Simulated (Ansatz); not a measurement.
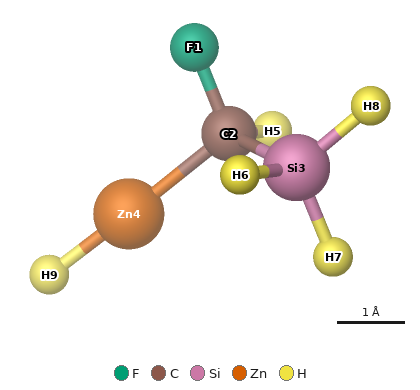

Figure 1. The structure as given in the input (ball-and-stick view, seen at a tilt; atoms are numbered from 1 in the order of the input). Sticks mark near contacts. Bond lengths as drawn: C–F 1.42 Å, C–H 1.10 Å, C–Si 1.88 Å, C–Zn 1.98 Å, H–Si 1.49 Å and H–Zn 1.54 Å.

**CH5FSiZn: a changed input and its effect**

System: CH5FSiZn.
Method of run A: RKS r2SCAN-D4/def2-TZVPP (Ansatz 0.2.0).

The geometry comes from this level: PBE0-D4/def2-TZVP. Text and figures count atoms from 1; the logs count them from 0 in places.

### Input file, run A
```yaml
crystal:
  periodic: [false, false, false]
  atoms:
    - {symbol: F, position_ang: [-1.414863, 0.963783, 0.921733]}
    - {symbol: C, position_ang: [-0.738471, 0.242508, -0.091317]}
    - {symbol: Si, position_ang: [1.083509, 0.697761, -0.103851]}
    - {symbol: Zn, position_ang: [-1.071010, -1.682926, 0.206351]}
    - {symbol: H, position_ang: [-1.184209, 0.539529, -1.049830]}
    - {symbol: H, position_ang: [1.739292, 0.276217, 1.163141]}
    - {symbol: H, position_ang: [1.696549, -0.061799, -1.231469]}
    - {symbol: H, position_ang: [1.323887, 2.153268, -0.300511]}
    - {symbol: H, position_ang: [-1.346086, -3.174641, 0.468852]}
basis:
  gaussian: {orbitals: def2-TZVPP}
hamiltonian: {xc: r2scan, dispersion: d4}
output: {forces: true, orbitals: {seedname: orbitals}}
```

Command:
```bash
ansatz run in.yaml --threads 4 --pin off --events-out ev --progress --plain --max-ram 10444MiB
```

Hardware: 4 threads of Arm Neoverse V2, 23 GiB of memory available, shared host.

### Output (run A)
```
Functional definition: r2SCAN
  parameter k0 = 0.174
  parameter k1 = 0.065
  parameter a1 = 4.9479
  exchange = r2scan_x(k0 = k0, k1 = k1, a1 = a1)
  correlation = r2scan_c
1418 factors; their error is unknown
mean field evaluation 1: about -60123.7939 eV, gradient 6.6e1 eV
mean field evaluation 2: about -60106.9779 eV, gradient 1.4e2 eV
mean field evaluation 4: about -60130.6314 eV, gradient 5.0e0 eV
mean field evaluation 8: about -60130.6738 eV, gradient 2.8e-1 eV
mean field evaluation 16: about -60130.6417 eV, gradient 4.0e-3 eV
mean field -60130.64167891 eV, -2209.7603236872 hartree, gradient 3.3e-5 eV, S^2 0.000000; 0 other end points of the search recorded, 0 dependent functions left out
the calculation of the forces begins
reference -60130.64169458 eV, -2209.7603242631 hartree; 32, 32 occupied and 206, 206 virtual orbitals, 1418 factors
Total energy: -60130.68437004 eV, -2209.7618925571 hartree
Atom 0 at    -1.414863     0.963783     0.921733 Å, force    -0.171601     0.170021     0.261490 eV/Å
Atom 1 at    -0.738471     0.242508    -0.091317 Å, force     0.139981    -0.285112    -0.244528 eV/Å
Atom 2 at     1.083509     0.697761    -0.103851 Å, force     0.059274    -0.019719     0.007271 eV/Å
Atom 3 at    -1.071010    -1.682926     0.206351 Å, force    -0.011428    -0.101771     0.017374 eV/Å
Atom 4 at    -1.184209     0.539529    -1.049830 Å, force    -0.023773     0.003672    -0.014155 eV/Å
Atom 5 at     1.739292     0.276217     1.163141 Å, force    -0.015292     0.013029    -0.024770 eV/Å
Atom 6 at     1.696549    -0.061799    -1.231469 Å, force    -0.012549     0.016883     0.023333 eV/Å
Atom 7 at     1.323887     2.153268    -0.300511 Å, force    -0.006853    -0.025209     0.006317 eV/Å
Atom 8 at    -1.346086    -3.174641     0.468852 Å, force     0.042242     0.228205    -0.032332 eV/Å
Dipole moment:     0.019867    -0.141631    -0.232795 e Å
```

The input of run B differs as follows (lines with − go, lines with + come):
```diff
-hamiltonian: {xc: r2scan, dispersion: d4}
+hamiltonian: {xc: pbe, dispersion: d4}
```

What does this change do to the results?

The total energies belong to different models, so their difference says nothing on which is more stable or more accurate. The largest force goes from 0.401 to 0.569 eV/Å. The HOMO goes from −6.35 to −6.12 eV. The LUMO goes from −1.40 to −1.72 eV. The dipole moment goes from 1.31 to 1.24 D.

### Output (run B)
```
Functional definition: PBE
  parameter kappa = 0.804
  parameter beta = 0.06672455060314922
  exchange = pbe_x(kappa = kappa, mu = beta*pi^2/3)
  correlation = pbe_c(beta = beta)
1418 factors; their error is unknown
mean field evaluation 1: about -60108.4970 eV, gradient 8.0e1 eV
mean field evaluation 2: about -60075.8732 eV, gradient 1.8e2 eV
mean field evaluation 4: about -60117.8507 eV, gradient 1.1e1 eV
mean field evaluation 8: about -60118.0538 eV, gradient 3.0e-1 eV
mean field evaluation 16: about -60118.0224 eV, gradient 7.7e-4 eV
mean field -60118.02237811 eV, -2209.2965729366 hartree, gradient 6.4e-5 eV, S^2 0.000000; 0 other end points of the search recorded, 0 dependent functions left out
the calculation of the forces begins
reference -60118.02242854 eV, -2209.2965747897 hartree; 32, 32 occupied and 206, 206 virtual orbitals, 1418 factors
Total energy: -60118.20176993 eV, -2209.3031654641 hartree
Atom 0 at    -1.414863     0.963783     0.921733 Å, force    -0.275599     0.280758     0.410400 eV/Å
Atom 1 at    -0.738471     0.242508    -0.091317 Å, force     0.124680    -0.249222    -0.172146 eV/Å
Atom 2 at     1.083509     0.697761    -0.103851 Å, force     0.080580    -0.030395    -0.002518 eV/Å
Atom 3 at    -1.071010    -1.682926     0.206351 Å, force     0.003753    -0.123463    -0.014931 eV/Å
Atom 4 at    -1.184209     0.539529    -1.049830 Å, force    -0.093376     0.036280    -0.221596 eV/Å
Atom 5 at     1.739292     0.276217     1.163141 Å, force     0.067908    -0.036381     0.124118 eV/Å
Atom 6 at     1.696549    -0.061799    -1.231469 Å, force     0.067135    -0.070313    -0.110421 eV/Å
Atom 7 at     1.323887     2.153268    -0.300511 Å, force     0.021306     0.154318    -0.019263 eV/Å
Atom 8 at    -1.346086    -3.174641     0.468852 Å, force     0.003614     0.038419     0.006359 eV/Å
Dipole moment:     0.014315    -0.129598    -0.222961 e Å
```

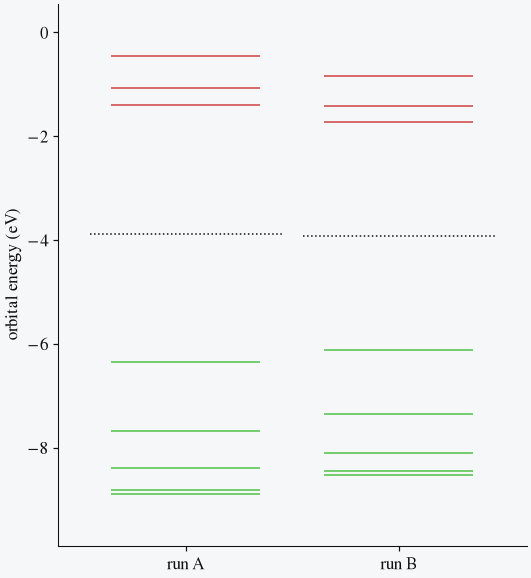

Figure 2. The five highest filled and three lowest empty orbital energies of the two runs; the dotted lines part filled from empty levels. The HOMO–LUMO gap is 4.95 eV in run A and 4.40 eV in run B.

### The two runs side by side

```csv
quantity,run A,run B
outcome,converged,converged
total energy (hartree),−2209.761893,−2209.303165
HOMO (eV),−6.35,−6.12
LUMO (eV),−1.40,−1.72
dipole moment (D),1.31,1.24
largest force (eV/Å),0.401,0.569
basis functions,238,238
wall time (shared host),3.9 s,1.9 s
```
